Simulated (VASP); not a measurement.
Band structure of Gd (hcp). These are PBE GGA, VASP's PBE PAW potentials (set 64) (plane waves; VASP) values and carry that method's errors.

The 4f electrons are frozen in the core of the lanthanide potential, so 4f levels, which can set the real gap, and their magnetism are missing.

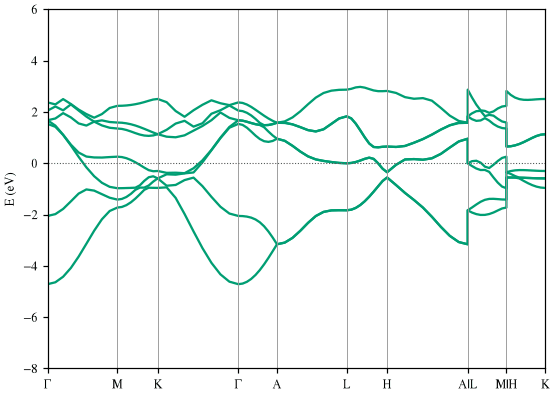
Bands along high-symmetry lines, zero at the valence-band maximum or, without a gap, the Fermi level

Q: Read the plot: is there a gap, and where are the band edges?

A: It has no gap at this level: it comes out as a metal or semimetal. (Edges off the drawn lines would not show.)

The compound is Gd in the hcp structure. It was relaxed first.
